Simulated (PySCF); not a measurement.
P₃: frequency calculation

The run: frequency calculation of P₃, multiplicity 4. Method and program: UKS-based PBE0, P def2-TZVP; non-relativistic Hamiltonian; density fitting (PySCF 2.14.0).

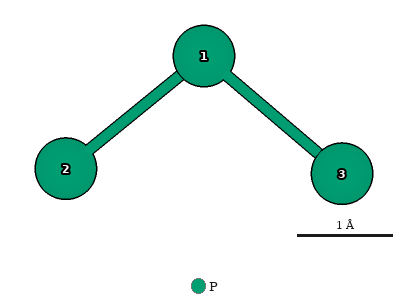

Figure 1. The structure (ball-and-stick view, seen at a tilt; atoms are numbered from 1 in the order of the input).

Key numbers

- outcome: converged
- total energy: −1023.625196 hartree
- ⟨S²⟩: 3.851
- zero-point energy: 0.002613 hartree
- dipole moment: 0.19 D
- wavenumbers, lowest and highest: 179 and 524 cm⁻¹
- hardware: 4 threads of Arm Neoverse V1, 24 GiB of memory available, shared host
- wall time: 26 s (CPU time 79 s)
- peak memory: 0.98 GiB

Input file
```python
from pyscf import gto, scf, dft
mol = gto.M(atom='''
P     -0.573670     0.569745    -0.000000
P      0.286835    -0.284872     1.659863
P      0.286835    -0.284872    -1.659863''',
    basis={'P': 'def2-TZVP'},
    charge=0, spin=3)
mf = dft.UKS(mol, xc='PBE0')
mf.grids.atom_grid = (75, 302)
aux = {'P': 'def2-universal-JKFIT'}
mf = mf.density_fit(auxbasis=aux)
mf.conv_tol = 1e-09
mf.diis_space = 10
mf.max_cycle = 60
mf.verbose = 4
mf.kernel()
```

The script is an equivalent of the set-up of the self-consistent field. The run itself was carried out by a driver, which started from the orbitals of the step before it where there was one and computed the further properties.

Launched with:
```bash
OMP_NUM_THREADS=4 python axn.py task.json out
```

What the program printed
```
init E= -1023.62519588116
  alpha nocc = 24  HOMO = -0.246306812870802  LUMO = -0.0697929868155747
  beta  nocc = 21  HOMO = -0.303063995419412  LUMO = -0.137012334357563
  HOMO = -0.246306812871  LUMO = -0.137012334358  gap/eV = 2.97405
cycle= 1 E= -1023.62519588109  delta_E= 6.57e-11  |g|= 9.93e-06  |ddm|= 1.65e-05
  alpha nocc = 24  HOMO = -0.24630715169212  LUMO = -0.0697928234913743
  beta  nocc = 21  HOMO = -0.303063367123334  LUMO = -0.137012604151504
  HOMO = -0.246307151692  LUMO = -0.137012604152  gap/eV = 2.97406
Extra cycle  E= -1023.62519588086  delta_E= 2.36e-10  |g|= 1.96e-05  |ddm|= 3.24e-05
converged SCF energy = -1023.62519588086  <S^2> = 3.8507118  2S+1 = 4.0500429
```

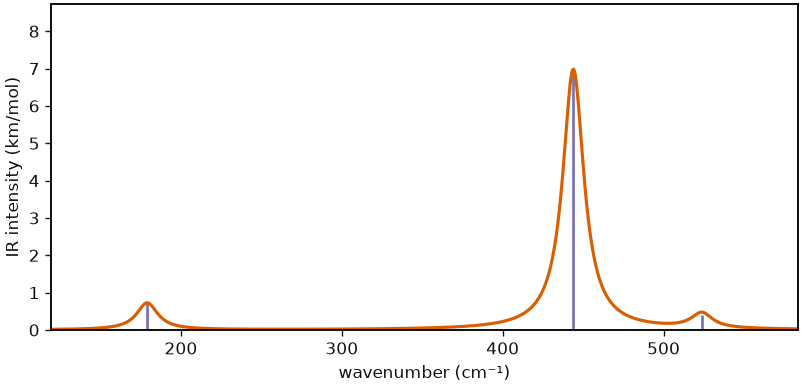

Figure 2. Harmonic infrared spectrum, unscaled: sticks (degenerate modes added up, dark ones marked on the axis) with a Lorentzian envelope of 16 cm⁻¹ full width, scaled to the tallest stick. 3 modes from 179 to 524 cm⁻¹, none imaginary. The strongest line is at 444 cm⁻¹ (7.0 km/mol). All modes, in cm⁻¹ (km/mol): 179 (0.7), 444 (7.0), 524 (0.4).
